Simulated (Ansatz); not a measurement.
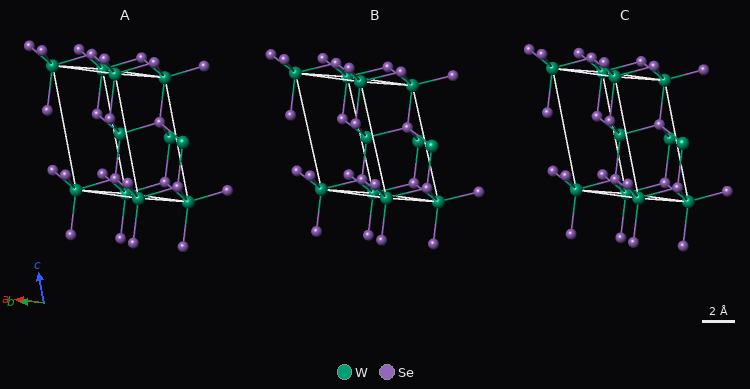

3 geometries from one relaxation of solid WSe (built on the zinc blende type), in shuffled order. The picture is a ball-and-stick view of the reduced cell, seen from a free direction. Lengths and directions refer to the drawn axes.

Case: antiferromagnetic, doubled cell, propagation vector (0, 0, 1/2).

Method: DFT PBE+U, scalar-relativistic, plane waves, PAW (Ansatz). Set-up: plane-wave cutoff 420 eV; k-point mesh 12 × 12 × 6; occupations gaussian; smearing width 0.1 eV; U W 6.2 eV; collinear spin; cell and atoms relaxed; force threshold 0.01 eV/Å; at most 60 steps.

Order the frames from highest to lowest energy.

B, C, A. They are steps 0, 1, 4, at +42.2 meV per atom, +6.9 meV per atom relative to the last. The largest moves relative to the cell, 0.018 Å, are those of W and Se atoms. Largest moves by element: Se 0.018 Å, W 0.018 Å. The volume changes by −1.0 %, with a = b 4.417 → 4.243 Å (−3.9 %), c 7.651 → 8.121 Å (+6.1 %), α 73.2° → 74.9°, β 73.2° → 74.9°. Some distances before and after: Se–W 2.705 → 2.867 Å, Se–W 2.705 → 2.647 Å. Among the angles between lasting bonds that change: Se–W–Se 109.5° → 106.5°, W–Se–W 109.5° → 106.5°, W–Se–W 109.5° → 112.3°. The space group (tolerance 0.01 Å) goes from F-43m (No. 216) to R3m (No. 160). Over 3 accepted moves (4 points after the start) the energy falls by 42.2 meV per atom. The largest force component goes from 0.27 to 0.0067 eV/Å. The pressure goes from −1.02 to 0.00 GPa. The SCF was repeated once at an unchanged geometry on a basis and grid sized afresh for the cell, which shifted the energy by less than 0.05 meV per atom at most. The run may lie on a higher electronic state than the lowest, so the end point isn't shown to be the ground-state structure. Cost: 6.1 min on 1 thread of Intel(R) Xeon(R) Platinum 8259CL CPU @ 2.50GHz (Skylake/Cascade Lake), on a shared host, peak memory 1 GiB.
